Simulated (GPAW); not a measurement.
# AlN (F-43m): G0W0 with GPAW, start to end

Wanted: ground state, empty states, screening and self-energy for AlN (F-43m).

Method: LDA and many-body steps on it, plane waves, in GPAW 26.7.0.

## 1. The starting structure

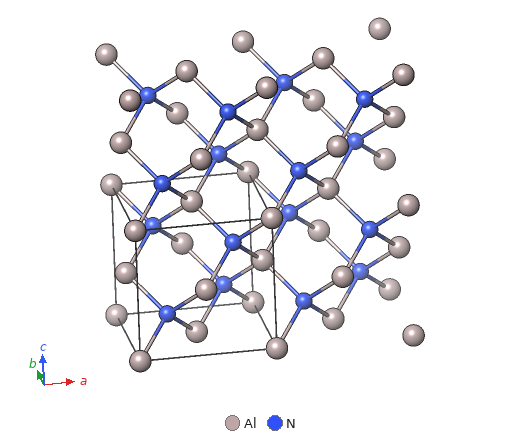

Start, viewed slightly off an axis; aluminium light grey, nitrogen blue. 2×1×2 cells are drawn. This picture shows the conventional cell, with its axes. Bonds to atoms that aren't drawn are left out. Some periodic images of atoms are drawn too.

Structure file:

```
Al N
1.0
     0.00000    2.18399    2.18399
     2.18399    0.00000    2.18399
     2.18399    2.18399    0.00000
Al N
1 1
Direct
  0.00000 0.00000 0.00000
  0.75000 0.75000 0.75000
```

The cell and positions are those that the Materials Project relaxed with its own functionals (PBE, PBE+U or r2SCAN), kept fixed. This is not the form that AlN usually takes at ambient conditions.

## 2. Ground state

This step: GPAW 26.7.0; DFT, LDA, plane waves, PAW.

The ground-state density comes first.

File run.py:

```python
import json
import numpy as np
from gpaw.mpi import world
from ase import Atoms
from gpaw import GPAW, PW, FermiDirac

atoms = Atoms(['Al', 'N'],
    cell=[[0.0000000000, 2.1839935596, 2.1839935596],
      [2.1839935596, 0.0000000000, 2.1839935596],
      [2.1839935596, 2.1839935596, 0.0000000000]],
    scaled_positions=[[0.0000000000, 0.0000000000, 0.0000000000],
      [0.7500000000, 0.7500000000, 0.7500000000]],
    pbc=(True, True, True))
calc = GPAW(mode=PW(600),
    xc='LDA',
    kpts={'size': (10, 10, 10), 'gamma': True},
    occupations=FermiDirac(0.001),
    nbands=-7,
    convergence={'density': 1e-6, 'bands': -3},
    maxiter=100,
    txt='gs.txt')
atoms.calc = calc
res = {'energy': atoms.get_potential_energy()}
kpts = calc.get_ibz_k_points()
res['kpts'] = kpts
res['eigenvalues'] = [calc.get_eigenvalues(kpt=k) for k in range(len(kpts))]
res['n_electrons'] = calc.get_number_of_electrons()
calc.write('gs.gpw')

if world.rank == 0:
    with open('result.json', 'w') as f:
        json.dump(res, f, default=lambda x: x.tolist())
```

The run is started by

```bash
$ mpirun -n 4 gpaw python run.py
```

What it wrote:

```text
__  _  _
 | _ |_)|_||  |
 |__||  | ||/\| - 26.7.0

Input parameters:
  mode=PW(ecut=600.0),
  convergence={'density': 1e-06, 'bands': -3},
  kpts=MonkhorstPack(size=(10, 10, 10), gamma=True),
  maxiter=100,
  nbands=-7,
  occupations=Occupations(name='fermi-dirac', width=0.001, fixmagmom=False),
  xc=XC(name='LDA')
  [... matrices ...]
Diagonalizing LCAO Hamiltonian
Converting LCAO to pw mode

                 N

       Al

Atoms  # Å, Bohr magnetons
|   | symbol |        x |        y |        z |    initial magnetic moments |
| 0 |     Al | 0.000000 | 0.000000 | 0.000000 | ( 0.0000,  0.0000,  0.0000) |
| 1 |      N | 3.275990 | 3.275990 | 3.275990 | ( 0.0000,  0.0000,  0.0000) |

Unit cell  # Å
| periodic |        x |        y |        z |  lengths |    angles |
|      yes | 0.000000 | 2.183994 | 2.183994 | 3.088633 | 60.000000 |
|      yes | 2.183994 | 0.000000 | 2.183994 | 3.088633 | 60.000000 |
|      yes | 2.183994 | 2.183994 | 0.000000 | 3.088633 | 60.000000 |

Number of symmetries: 24
Symmetry operations  # r_c * U_cc + t_c -> r_c
|    | kind |            matrix            |
|  0 |  E   |  1, 0, 0,  0, 1, 0,  0, 0, 1 |
|  1 |  σ   |  1, 0, 0,  0, 0, 1,  0, 1, 0 |
|  2 |  σ   |  1, 0,-1,  0, 1,-1,  0, 0,-1 |
|  3 |  C3  |  1, 0,-1,  0, 0,-1,  0, 1,-1 |
|  4 |  C3  |  1,-1, 0,  0,-1, 1,  0,-1, 0 |
|  5 |  σ   |  1,-1, 0,  0,-1, 0,  0,-1, 1 |
|  6 |  σ   |  0, 1, 0,  1, 0, 0,  0, 0, 1 |
|  7 |  C3  |  0, 1, 0,  0, 0, 1,  1, 0, 0 |
|  8 |  C2  |  0, 1,-1,  1, 0,-1,  0, 0,-1 |
|  9 |  S4  |  0, 1,-1,  0, 0,-1,  1, 0,-1 |
| 10 |  C3  |  0, 0, 1,  1, 0, 0,  0, 1, 0 |
| 11 |  σ   |  0, 0, 1,  0, 1, 0,  1, 0, 0 |
| 12 |  S4  |  0, 0,-1,  1, 0,-1,  0, 1,-1 |
| 13 |  C3  |  0, 0,-1,  0, 1,-1,  1, 0,-1 |
| 14 |  S4  |  0,-1, 1,  1,-1, 0,  0,-1, 0 |
| 15 |  C2  |  0,-1, 1,  0,-1, 0,  1,-1, 0 |
| 16 |  C3  |  0,-1, 0,  1,-1, 0,  0,-1, 1 |
| 17 |  S4  |  0,-1, 0,  0,-1, 1,  1,-1, 0 |
| 18 |  S4  | -1, 1, 0, -1, 0, 1, -1, 0, 0 |
| 19 |  C3  | -1, 1, 0, -1, 0, 0, -1, 0, 1 |
| 20 |  C3  | -1, 0, 1, -1, 1, 0, -1, 0, 0 |
| 21 |  S4  | -1, 0, 1, -1, 0, 0, -1, 1, 0 |
| 22 |  σ   | -1, 0, 0, -1, 1, 0, -1, 0, 1 |
| 23 |  C2  | -1, 0, 0, -1, 0, 1, -1, 1, 0 |

BZ-sampling:
  Number of BZ points: 1000
  Number of IBZ points: 47

  Monkhorst-Pack size: [10, 10, 10]
  Monkhorst-Pack shift: [0.05, 0.05, 0.05]

K-points  # in reciprocal-cell coordinates
|     |                                coordinates |     weight |
|   0 | (  0.00000000,   0.00000000,   0.00000000) | 0.00100000 |
|   1 | (  0.10000000,   0.10000000,   0.00000000) | 0.00600000 |
|   2 | (  0.10000000,   0.10000000,   0.10000000) | 0.00800000 |
|   3 | (  0.20000000,   0.10000000,   0.10000000) | 0.01200000 |
|   4 | (  0.20000000,   0.20000000,   0.00000000) | 0.00600000 |
|   5 | (  0.20000000,   0.20000000,   0.10000000) | 0.02400000 |
|   6 | (  0.20000000,   0.20000000,   0.20000000) | 0.00800000 |
|   7 | (  0.30000000,   0.20000000,   0.10000000) | 0.02400000 |
|   8 | (  0.30000000,   0.20000000,   0.20000000) | 0.02400000 |
|   9 | (  0.30000000,   0.30000000,   0.00000000) | 0.00600000 |
| ... |                                            |            |
|  46 | (  0.50000000,   0.50000000,   0.50000000) | 0.00400000 |

Plane wave coefficients: 725
Cutoff: 600.0 eV

Spin-components: 1 (collinear spins)
Bands:           11
Projectors:      10
Spin-degeneracy: 2
Datatype:        complex128

  Storage: CPU
  Wave functions: 5_997_200 bytes (1_499_300 per core)
  Projectors: 11_449_200 bytes (2_862_300 per core)
  [... matrices ...]
Parallelization:
  kpt:    4
  domain: 1
  band:   1

Density:
  Valence electrons: 8.0
  Components: 1
  Grid points: [18 18 18]
  Charge: 0.0  # |e|

Potential:
  Grid points: [18 18 18]

species:
  Al:
    name:    Aluminium
    Z:       13.0
    valence: 3
    core:    10
    charge:  0.0  # [|e|]
    compensation charges:
      type: gauss
      rc: 0.34  # [Å]
      lmax: 2
    cutoffs:
      filter: 1.91  # [Å]
      core: 2.36  # [Å]
    projectors
    | kind |    occ | energy [eV] | rcut [Å] |
    |   3s |  2.000 |      -7.830 |    1.085 |
    |   3p |  1.000 |      -2.783 |    1.085 |
    |    s |        |      19.382 |    1.085 |
    |    p |        |      24.428 |    1.085 |
    |    d |        |       0.000 |    1.085 |

    Using partial waves for Al as LCAO basis

  N:
    name:    Nitrogen
    Z:       7.0
    valence: 5
    core:    2
    charge:  0.0  # [|e|]
    compensation charges:
      type: gauss
      rc: 0.18  # [Å]
      lmax: 2
    cutoffs:
      filter: 1.11  # [Å]
      core: 0.96  # [Å]
    projectors
    | kind |    occ | energy [eV] | rcut [Å] |
    |   2s |  2.000 |     -18.420 |    0.603 |
    |   2p |  3.000 |      -7.237 |    0.529 |
    |    s |        |       8.791 |    0.603 |
    |    p |        |      19.974 |    0.529 |
    |    d |        |       0.000 |    0.577 |

    Using partial waves for N as LCAO basis

Reference energy: -8049.295751  # eV

eigensolver:
  PPCG
  Converge bands: -3
  niter=2

density mixing:
  MSR1-Mixer
  Pratt-step length: 0.05
  Maximum mixing coefficient: 0.75
  Old densities: 10
  SVD Regularization: 0.005
  Good broyden scale: 1.0
  Trust region scale: 1.0
  Backstep threshold: 4.0
  History deletion threshold: 6.0
  Fourier metric: weight=20.0, sigma=0.015

occupation numbers:
  Fermi-Dirac:
    width: 0.0010  # eV

poisson solver:
  ecut: 4800.0  # eV

xc functional:
  name: None

Initialization done in: 1.029 s

convergence criteria:
- Maximum integral of absolute [dens]ity change: 1e-06 electrons / valence electron
- Maximum [total energy] change in last 3 cyles: 0.0005 eV / valence electron
- Maximum integral of absolute [eigenst]ate change: 4e-08 eV^2 / valence electron
maximum number of iterations: 100

SCF iterations
|iter     |     time |      energy | eigst |  dens |
|iter:   1|  |  -18.282392 | +1.17 |       |
|iter:   2|  |  -17.759841 | -0.05 | -0.55 |
|iter:   3|  |  -16.220865 | -0.69 | -0.61 |
|iter:   4|  |  -16.209203 | -2.82 | -1.26 |
|iter:   5|  |  -16.207242 | -3.12 | -1.57 |
|iter:   6|  |  -16.207273c| -5.46 | -2.75 |
|iter:   7|  |  -16.207279c| -6.19 | -3.14 |
|iter:   8|  |  -16.207279c| -7.38 | -4.49 |
|iter:   9|  |  -16.207279c| -8.45c| -5.11 |
|iter:  10|  |  -16.207279c| -9.36c| -6.14c|

Converged in 10 steps
SCF loop duration: 2.030 s (0.203 s/step)
Energy contributions relative to reference atoms: (reference = -8049.295751)
  [... matrices ...]
Energy contributions:
  Kinetic:          16.713579
  Coulomb:         -14.206917
  Zero:             -0.021664
  External:          0.000000
  Xc:              -18.692278
  Entropy:          -0.000000
  Spinorbit:         0.000000
  ----------------------------
  Free energy:     -16.207279
  Extrapolated:    -16.207279

dipole moment: (-6.278232, -6.278232, -6.278232)  # |e|*Ang

Fermi level: 6.228
Eigenvalues  # (at kpt = [0.000, 0.000, 0.000])
| band index |      eig [eV] | occ [0-2] |
|          0 |        -9.157 |     2.000 |
|          1 |         5.693 |     2.000 |
|          2 |         5.693 |     2.000 |
|          3 |         5.693 |     2.000 |
|          4 |         9.943 |     0.000 |
|          5 |        18.050 |     0.000 |
|          6 |        18.050 |     0.000 |
|          7 |        18.050 |     0.000 |
|          8 |        23.264 |     0.000 |
|          9 |        23.320 |     0.000 |
|         10 |        24.688 |     0.000 |

Gap: 3.236 eV
Transition (v -> c):
  (s=0, k=0, n=3, [0.00, 0.00, 0.00]) -> (s=0, k=41, n=4, [0.50, 0.50, 0.00])
Direct/indirect transitions are different
Direct gap: 4.250 eV
Transition at: (s=0, k=0, n=3, [0.00, 0.00, 0.00])
# Writing to gs.gpw (mode='')
  [... matrices ...]
```

The job ended after 4.8 s (4 MPI ranks of Arm Neoverse V1, shared host; peak memory 0.57 GiB; 19 s of CPU time).

Numbers from this step:

```
total energy               : -16.21 eV
gap                        : 3.236 eV
k of the valence top       : 0, 0, 0
k of the conduction bottom : 0.5, 0.5, 0
least direct gap           : 4.250 eV
```

The gap is indirect, with the least direct gap 1.01 eV higher.

## 3. Bands along the symmetry lines

Levels along a band path, at the cheap level, show where the edges lie and whether the meshes to come will hold them.

File run.py:

```python
import json
import numpy as np
from gpaw.mpi import world
from gpaw import GPAW

path = [[0.000000, 0.000000, 0.000000],
    [-0.062500, -0.062500, 0.000000],
    [-0.125000, -0.125000, 0.000000],
    [-0.187500, -0.187500, 0.000000],
    [-0.250000, -0.250000, 0.000000],
    [-0.312500, -0.312500, 0.000000],
    [-0.375000, -0.375000, 0.000000],
    [-0.437500, -0.437500, 0.000000],
    [-0.500000, -0.500000, 0.000000],
    [-0.484375, -0.484375, 0.031250],
    [-0.468750, -0.468750, 0.062500],
    [-0.453125, -0.453125, 0.093750],
    [-0.437500, -0.437500, 0.125000],
    [-0.421875, -0.421875, 0.156250],
    [-0.406250, -0.406250, 0.187500],
    [-0.390625, -0.390625, 0.218750],
    [-0.375000, -0.375000, 0.250000],
    [-0.375000, 0.000000, 0.375000],
    [-0.328125, 0.000000, 0.328125],
    [-0.281250, 0.000000, 0.281250],
    [-0.234375, 0.000000, 0.234375],
    [-0.187500, 0.000000, 0.187500],
    [-0.140625, 0.000000, 0.140625],
    [-0.093750, 0.000000, 0.093750],
    [-0.046875, 0.000000, 0.046875],
    [0.000000, 0.000000, 0.000000],
    [0.000000, 0.000000, 0.062500],
    [0.000000, 0.000000, 0.125000],
    [0.000000, 0.000000, 0.187500],
    [0.000000, 0.000000, 0.250000],
    [0.000000, 0.000000, 0.312500],
    [0.000000, 0.000000, 0.375000],
    [0.000000, 0.000000, 0.437500],
    [0.000000, 0.000000, 0.500000],
    [-0.062500, -0.031250, 0.468750],
    [-0.125000, -0.062500, 0.437500],
    [-0.187500, -0.093750, 0.406250],
    [-0.250000, -0.125000, 0.375000],
    [-0.312500, -0.156250, 0.343750],
    [-0.375000, -0.187500, 0.312500],
    [-0.437500, -0.218750, 0.281250],
    [-0.500000, -0.250000, 0.250000],
    [-0.500000, -0.281250, 0.218750],
    [-0.500000, -0.312500, 0.187500],
    [-0.500000, -0.343750, 0.156250],
    [-0.500000, -0.375000, 0.125000],
    [-0.500000, -0.406250, 0.093750],
    [-0.500000, -0.437500, 0.062500],
    [-0.500000, -0.468750, 0.031250],
    [-0.500000, -0.500000, 0.000000]]
calc = GPAW('gs.gpw').fixed_density(kpts=path,
    symmetry='off',
    nbands=14,
    convergence={'bands': 10},
    txt='bands.txt')
res = {}
kpts = calc.get_ibz_k_points()
res['kpts'] = kpts
res['eigenvalues'] = [calc.get_eigenvalues(kpt=k) for k in range(len(kpts))]
res['n_electrons'] = calc.get_number_of_electrons()

if world.rank == 0:
    with open('result.json', 'w') as f:
        json.dump(res, f, default=lambda x: x.tolist())
```

The run is started by

```bash
$ mpirun -n 4 gpaw python run.py
```

What it wrote:

```text
Diagonalizing LCAO Hamiltonian
Converting LCAO to pw mode
convergence criteria:
- Maximum integral of absolute [eigenst]ate change: 4e-08 eV^2 / valence electron
maximum number of iterations: 100

SCF iterations
|iter     |     time |      energy | eigst |  dens |
|iter:   1|  |             | +2.27 |       |
|iter:   2|  |             | +0.79 |       |
|iter:   3|  |             | -0.55 |       |
|iter:   4|  |             | -2.11 |       |
|iter:   5|  |             | -3.59 |       |
|iter:   6|  |             | -4.98 |       |
|iter:   7|  |             | -6.23 |       |
|iter:   8|  |             | -7.65c|       |
SCF steps: 8
  __  _  _
 | _ |_)|_||  |
 |__||  | ||/\| - 26.7.0

Input parameters:
  mode=PW(ecut=600.0),
  convergence={'bands': 10},
  gpts=array([18, 18, 18]),
  kpts=KPoints(kpts=array([[ 0.      ,  0.      ,  0.      ],
         [-0.0625  , -0.0625  ,  0.      ],
         [-0.125   , -0.125   ,  0.      ],
         [-0.1875  , -0.1875  ,  0.      ],
[...]
[-0.484375, -0.484375,  0.03125 ],
[...]
[-0.453125, -0.453125,  0.09375 ],
[...]
[-0.421875, -0.421875,  0.15625 ],
[...]
[-0.390625, -0.390625,  0.21875 ],
[...]
[-0.328125,  0.      ,  0.328125],
[...]
[-0.234375,  0.      ,  0.234375],
[...]
[-0.140625,  0.      ,  0.140625],
[...]
[-0.046875,  0.      ,  0.046875],
         [ 0.      ,  0.      ,  0.      ],
         [ 0.      ,  0.      ,  0.0625  ],
         [ 0.      ,  0.      ,  0.125   ],
[...]
[ 0.      ,  0.      ,  0.4375  ],
         [ 0.      ,  0.      ,  0.5     ],
[...]
[-0.5     , -0.4375  ,  0.0625  ],
         [-0.5     , -0.46875 ,  0.03125 ],
         [-0.5     , -0.5     ,  0.      ]])),
  maxiter=100,
  nbands=14,
  occupations=Occupations(name='fermi-dirac', width=0.001, fixmagmom=False),
  parallel={},
  symmetry=Symmetry(point_group=False, time_reversal=False),
  xc=XC(name='LDA')
```

Run time: 4.9 s. Hardware: 4 MPI ranks; peak memory 0.6 GiB; 19 s of CPU time.

This step gave:

```yaml
gap: 3.231 eV
k_of_the_valence_top: -0.0469, 0, 0.0469
k_of_the_conduction_bottom: -0.5, -0.5, 0
least_direct_gap: 4.250 eV
```

The gap is 3.231 eV, −0.005 eV from the run before at this level.

The electronic bands at the labelled points (eV, zero at the top of the highest filled band; v1 is the highest filled band, c1 the lowest empty one):

```
    point      v4     v3     v2     v1    c1     c2     c3     c4
        Γ  -14.85  -0.01  -0.01   0.00  4.24  12.35  12.35  12.35
        X  -12.08  -4.96  -1.79  -1.79  3.23   8.41  13.79  15.52
        U  -12.10  -4.30  -3.68  -1.38  5.07   9.94  12.92  14.01
jump to K  -12.10  -4.30  -3.68  -1.38  5.07   9.94  12.92  14.01
        Γ  -14.85  -0.01  -0.01   0.00  4.24  12.35  12.35  12.35
        L  -12.74  -5.92  -0.48  -0.48  7.27   9.80  10.98  10.98
        W  -12.02  -3.82  -3.49  -2.73  5.97  11.26  11.85  12.00
        X  -12.08  -4.96  -1.79  -1.79  3.23   8.41  13.79  15.52
```

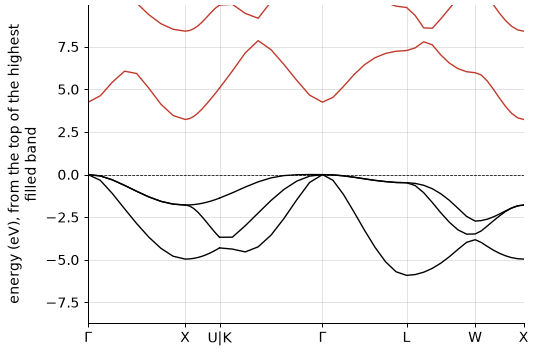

Electronic bands along the path; lines of filled and empty bands in two colours.

## 4. Empty states on the mesh, 6×6×6 mesh, 119 bands

The sums over transitions need many empty states on a uniform mesh; this step solves for them.

File run.py:

```python
import json
import numpy as np
from gpaw.mpi import world
from gpaw import GPAW

calc = GPAW('gs.gpw').fixed_density(kpts={'size': (6, 6, 6), 'gamma': True},
    parallel={'domain': 1, 'band': 1},
    txt='nscf.txt')
calc.diagonalize_full_hamiltonian(nbands=119)
calc.write('full.gpw', mode='all')
res = {}
kpts = calc.get_ibz_k_points()
res['kpts'] = kpts
res['eigenvalues'] = [calc.get_eigenvalues(kpt=k) for k in range(len(kpts))]
res['n_electrons'] = calc.get_number_of_electrons()

if world.rank == 0:
    with open('result.json', 'w') as f:
        json.dump(res, f, default=lambda x: x.tolist())
```

The run is started by

```bash
$ mpirun -n 4 gpaw python run.py
```

What it wrote:

```text
Diagonalizing LCAO Hamiltonian
Converting LCAO to pw mode
convergence criteria:
- Maximum integral of absolute [eigenst]ate change: 4e-08 eV^2 / valence electron
maximum number of iterations: 100

SCF iterations
|iter     |     time |      energy | eigst |  dens |
|iter:   1|  |             | +1.24 |       |
|iter:   2|  |             | -0.16 |       |
|iter:   3|  |             | -1.97 |       |
|iter:   4|  |             | -3.90 |       |
|iter:   5|  |             | -5.66 |       |
|iter:   6|  |             | -7.33 |       |
|iter:   7|  |             | -8.17c|       |
SCF steps: 7
  __  _  _
 | _ |_)|_||  |
 |__||  | ||/\| - 26.7.0

Input parameters:
  mode=PW(ecut=600.0),
  convergence={'density': 1e-06, 'bands': -3},
  gpts=array([18, 18, 18]),
  kpts=MonkhorstPack(size=(6, 6, 6), gamma=True),
  maxiter=100,
  nbands=11,
  occupations=Occupations(name='fermi-dirac', width=0.001, fixmagmom=False),
  parallel={'domain': 1, 'band': 1},
  xc=XC(name='LDA')
Matrix size: 725x725
# Writing to full.gpw (mode='all')
  [... matrices ...]

timing:  # [seconds]
  Total: 2.190  # ━━━━━━━━━━━━━━━━━━━━━━━━━━━━━━━━━━━━━━━━━━━━━━━━━━━━━━━━━━━
```

Elapsed: 5.8 s, on 4 MPI ranks; peak memory 0.72 GiB.

This step gave:

* gap: 3.236 eV
* k of the valence top: 0, 0, 0
* k of the conduction bottom: 0.5, 0.5, 0
* least direct gap: 4.250 eV
* k points computed: 16
* lowest point of the top converged band, above the valence top: 165.0854 eV

On this mesh the gap is 3.236 eV.

(Continued in part 2 of 2.)

[Paths, hosts, dates, memory and timing lines, banners, echoed tables and standing remarks are left out of the program output.]

[Logs are printed without paths, hosts, clocks, repeated set-up lines and the standing remarks that a program may print on its own settings, such as how far it seeks lower states.]

[Runs of the session that timed out or met a known fault of the program may be left out.]

[Hosts, paths, dates, database ids (printed as entryN), source tags and the programs' standing remarks are cut or masked in the printed files.]
